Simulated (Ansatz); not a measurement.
# One shape, several levels: HCl (hydrogen chloride)

We compute a comparison of 6 runs (UHF/3-21G, SVWN5/3-21G, revPBE/3-21G, B3LYP/6-31G*, UMP2/6-31G*, CCSDT(Q)/6-31G*) of HCl (hydrogen chloride). 

Program for the calculation: Ansatz 0.2.0.

56 further runs of the same task are left out: 2 that didn't finish, 54 set aside as unsound or not needed.

**1. The system as given**

The species is HCl (2 atoms), meant as a singlet with charge 0. SMILES: `Cl`. The H2–Cl1 distance was set to 2.558 Å, away from the relaxed value.

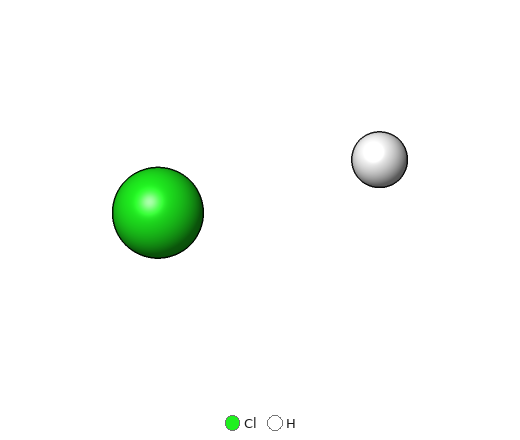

Viewed from a chosen angle; chlorine green, hydrogen white.

**2. The energy at UHF/3-21G (run 1)**

The input, molecule.yaml:

```yaml
crystal:
  periodic: [false, false, false]
  atoms:
    - {symbol: Cl, position_ang: [1.638015, -0.535505, 0.842408]}
    - {symbol: H, position_ang: [-0.546000, 0.178500, -0.280800]}
basis:
  gaussian:
    orbitals: 3-21G.json
magnetization:
  spin_polarized: true
  initial_magnetization: 0
hamiltonian:
  xc: hf
accuracy: high
```

The basis set 3-21G is read from a file made from the Basis Set Exchange's data (not shown).

On the command line:

```console
$ ansatz run molecule.yaml --threads 1 --pin off --max-ram 2610MiB --events-out events.jsonl --progress --plain --runs-dir runs
```

The program printed:

```text
Warning: RAYON_NUM_THREADS=1 ignored (pool sized by the plan → 1); use --threads N
Functional definition: HF
  name "HF"
  exchange = exact_x
  correlation = 0
254 factors; integrals over basis functions are off by at most 3.2e-9 eV
mean field evaluation 1: about -12451.5613 eV, gradient 1.3e1 eV
mean field evaluation 2: about -12451.5615 eV, gradient 1.3e1 eV
mean field evaluation 4: about -12454.3291 eV, gradient 2.8e0 eV
mean field evaluation 8: about -12454.3834 eV, gradient 8.5e-6 eV
mean field evaluation 16: about -12454.3834 eV, gradient 9.6e-7 eV
mean field evaluation 32: about -12456.7473 eV, gradient 1.7e-8 eV
mean field evaluation 64: about -12456.4838 eV, gradient 2.1e-1 eV
mean field evaluation 96: about -12454.3834 eV, gradient 1.7e-6 eV
mean field -12456.74733339 eV, -457.7770210155 hartree, gradient 1.7e-8 eV, S^2 0.926823; 6 other end points of the search recorded, 0 dependent functions left out
reference -12456.74733339 eV, -457.7770210155 hartree; 9, 9 occupied and 6, 6 virtual orbitals, 254 factors
Total energy: -12456.74733339 eV, -457.7770210155 hartree
```

Wall time 0.12 s (1 thread of Arm Neoverse V2, shared host).

**3. A single-point energy at SVWN5/3-21G (run 2)**

The input, run.yaml:

```yaml
crystal:
  periodic: [false, false, false]
  atoms:
    - {symbol: Cl, position_ang: [1.638015, -0.535505, 0.842408]}
    - {symbol: H, position_ang: [-0.546000, 0.178500, -0.280800]}
basis:
  gaussian: {orbitals: 3-21G.json}
hamiltonian: {xc: {name: SVWN5}}
accuracy: high
```

The basis set 3-21G is read from a file made from the Basis Set Exchange's data (not shown).

On the command line:

```console
$ ansatz run run.yaml --threads 1 --pin off --max-ram 2610MiB --events-out events.jsonl --progress --plain --runs-dir runs
```

The program printed:

```text
Warning: RAYON_NUM_THREADS=1 ignored (pool sized by the plan → 1); use --threads N
Functional definition: SVWN5
  name "SVWN5"
  exchange = slater_x
  correlation = vwn5_c
254 factors; integrals over basis functions are off by at most 3.2e-9 eV
mean field evaluation 1: about -12429.6774 eV, gradient 2.4e1 eV
mean field evaluation 2: about -12411.9060 eV, gradient 5.7e1 eV
mean field evaluation 4: about -12433.6269 eV, gradient 5.2e0 eV
mean field evaluation 8: about -12433.8248 eV, gradient 1.3e-1 eV
mean field evaluation 16: about -12433.8234 eV, gradient 6.2e-5 eV
mean field -12433.82337347 eV, -456.9345810268 hartree, gradient 1.4e-8 eV, S^2 0.000000; 0 other end points of the search recorded, 0 dependent functions left out
reference -12433.82337507 eV, -456.9345810855 hartree; 9, 9 occupied and 6, 6 virtual orbitals, 254 factors
Total energy: -12433.82337507 eV, -456.9345810855 hartree
```

It took 0.24 s on 1 thread of Arm Neoverse V2, shared host.

Runs 3 to 5 aren't shown in full; the table further down has their settings and results.

**4. The energy at CCSDT(Q)/6-31G(d) (spherical functions) (run 6)**

The input, job.yaml:

```yaml
crystal:
  periodic: [false, false, false]
  atoms:
    - {symbol: Cl, position_ang: [1.638015, -0.535505, 0.842408]}
    - {symbol: H, position_ang: [-0.546000, 0.178500, -0.280800]}
basis:
  gaussian:
    orbitals: 6-31G_st_-spherical.json
correlation:
  method: ccsdt_q
  frozen_orbitals: {Cl: 5, H: 0}
accuracy: high
scf:
  omitted_lower_state_checks: [cluster_reference, increment]
```

The basis set 6-31G* is read from a file made from the Basis Set Exchange's data (not shown).

On the command line:

```console
$ ansatz run job.yaml --threads 1 --pin off --max-ram 2610MiB --events-out events.jsonl --progress --plain --runs-dir runs
```

The program printed:

```text
Warning: RAYON_NUM_THREADS=1 ignored (pool sized by the plan → 1); use --threads N
[... 13 lines left out ...]
5 core orbitals not correlated: weight in the atoms' cores, before any rotation towards them, 1.000 or more for the frozen orbitals, at most 0.000 for the correlated occupied ones
[... 31 lines left out ...]
WARN: these amplitudes may be one of several solutions (largest doubles amplitude 0.56, level shift 4.21 eV)
Total energy: -12519.44274560 eV, -460.0810349178 hartree
Checks for a lower state left out: cluster_reference, increment
```

Wall time 0.54 s (1 thread of Arm Neoverse V2, shared host).

**5. Overview of the runs**

```csv
run,level,frozen core orbitals,energy (Eh),wall time
1,UHF/3-21G,–,-457.777021,0.12 s
2,SVWN5/3-21G,–,-456.934581,0.24 s
3,revPBE/3-21G,–,-458.349495,0.36 s
4,B3LYP/6-31G* (spherical functions),–,-460.632255,0.44 s
5,UMP2/6-31G* (spherical functions),5,-460.052183,0.32 s
6,CCSDT(Q)/6-31G* (spherical functions),5,-460.081035,0.54 s
```

**6. Summary of results**

```
                                          quantity          value
                               run 6: total energy  -460.08103 Eh
run 6: correlation energy (5 core orbitals frozen)     -222.4 mEh
                              run 6: T1 diagnostic          0.049
```

**Reading.** Totals of different functionals can't be ranked against each other. In run 6 the log says that unrestricted orbitals would lower the reference, so the values rest on an unstable closed-shell determinant (other closed-shell runs at this shape may share the fault). In runs 2, 3, 4 a closed-shell determinant meets a far-stretched bond, which it describes badly. Spin contamination of the reference: run 5 ⟨S²⟩ = 0.94, run 1 ⟨S²⟩ = 0.93. Where it is this large, the reference is a mixture of spin states, and values that rest on it are in doubt. All runs together took 2 s, the longest 0.54 s.
